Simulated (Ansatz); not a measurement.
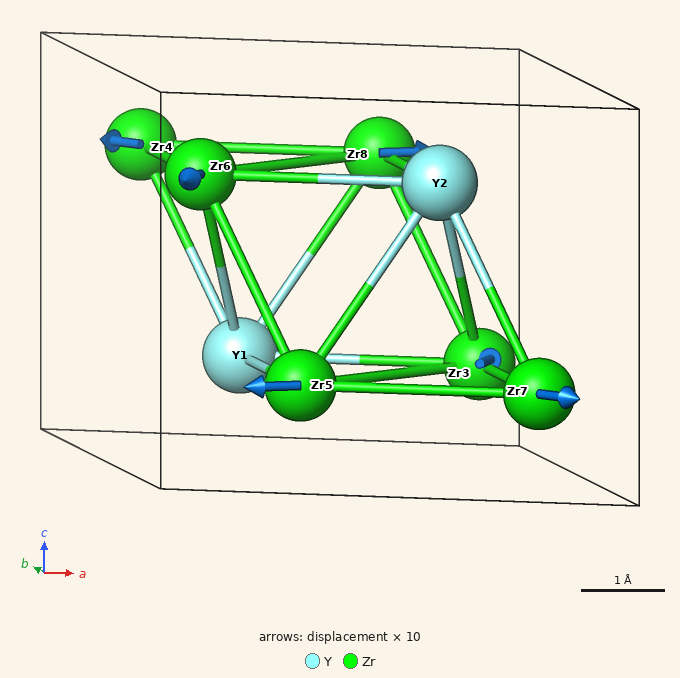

This is a relaxation of a crystal of YZr3 (built on the Ni3Sn (D0_19)_194 type) (coarse preliminary run). The starting structure is drawn; blue arrows show the displacements (the part carried along by the change of the cell is left out), 10 times their true length.

Style: ball-and-stick. Shown: the cell of the calculation, slightly off an axis.

Case: Ni3Sn (D0_19) type (P6_3/mmc, No. 194).

All numbers below come from DFT PBE, scalar-relativistic, plane waves, PAW in Ansatz 0.2.0. Set-up: plane-wave cutoff 420 eV; k-point mesh 3 × 3 × 4; occupations gaussian; smearing width 0.1 eV; no spin polarisation; cell and atoms relaxed; force threshold 0.04 eV/Å; at most 70 steps.

What did the optimiser do to the structure, and how much energy did it gain?

The largest moves relative to the cell, 0.072 Å, are those of Zr3, Zr4, Zr5, Zr6, Zr7 and Zr8. Zr5 goes along [−2 −1 0]. Y stays in place. Cell: a = b 6.039 → 6.640 Å (+10.0 %), c 4.847 → 5.260 Å (+8.5 %). Volume +31.2 %. Near-neighbour distances that change, for instance: Zr3–Zr5 3.013 → 3.438 Å, Y1–Zr4 2.983 → 3.295 Å, Y1–Zr3 3.019 → 3.320 Å, Zr3–Zr4 2.987 → 3.215 Å. The space group stays P6_3/mmc (No. 194). Over 4 accepted moves (5 points after the start) the energy falls by 501 meV per atom. Largest force component: 0.62 eV/Å at the start, 0.025 eV/Å at the end. The pressure goes from 32.20 to 0.00 GPa. The SCF was repeated once at an unchanged geometry on a basis and grid sized afresh for the cell, which shifted the energy by 1.1 meV per atom at most.
